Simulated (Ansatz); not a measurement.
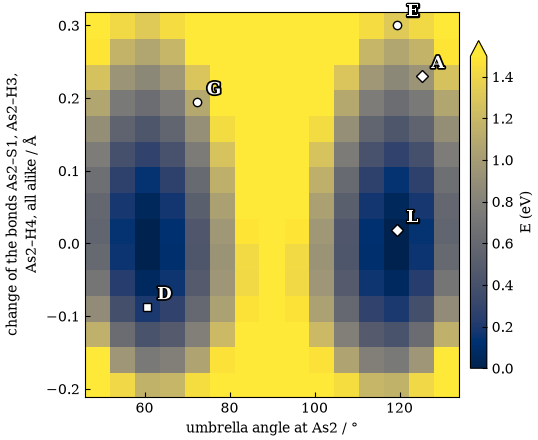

AsH2S, SMILES [S-][AsH2], charge −1. 
- Coordinates scanned: (1) umbrella angle at As2 (between each of its bonds and their common axis; 90 is planar); (2) change of the bonds As2–S1, As2–H3, As2–H4, all alike.
- Nothing is relaxed (all other coordinates rigid).
- Grid: 15 × 15 points; 120 points were computed and 105 follow by symmetry.
- Points are written as (first, second).
- All energies are given in eV relative to the lowest grid point.
- Energies and slopes of some neighbouring points disagree (a jump in structure or state, or too coarse a mesh).
- Method: Ansatz 0.2.0, RKS SPW92 (LDA)/def2-TZVPD.

In the figure: one coloured cell a grid point, one colour for all values above the top of the scale, lettered points.

Question: Rank the lettered points by energy, lowest first.

Answer: L (0.00 eV), D (0.19 eV), A (0.94 eV), G (1.08 eV), E (1.32 eV).
